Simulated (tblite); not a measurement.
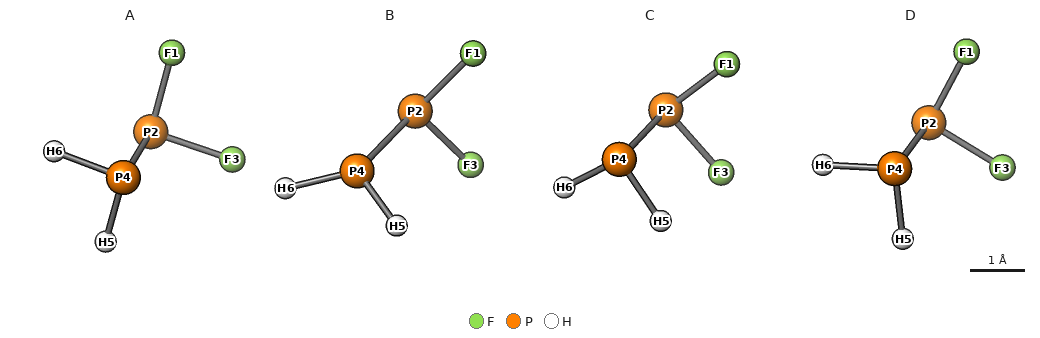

4 geometries from one relaxation of P2H2F2, in shuffled order. The picture is a ball-and-stick view, seen from a free direction.

Theory: GFN2-xTB geometry optimisation, gas phase (tblite). 

Q: Order the frames from highest to lowest energy.

A: B, C, D, A. They are steps 0, 26, 42, 58, at +1.897 eV, +0.107 eV, +0.037 eV relative to the last. The atom that moves furthest after the best rigid fit is H5 (1.20 Å). By element the largest moves are H 1.20 Å, F 0.88 Å, P 0.60 Å. Some distances before and after: F1–P2 1.731 → 1.621 Å, P2–F3 1.723 → 1.621 Å, P4–H5 1.444 → 1.397 Å, P4–H6 1.422 → 1.397 Å. Among the angles between lasting bonds that change: P2–P4–H5 116.2° → 89.8°, H5–P4–H6 115.7° → 92.3°, F3–P2–P4 112.1° → 97.5°. Over 58 geometry steps the energy falls by 1.897 eV.
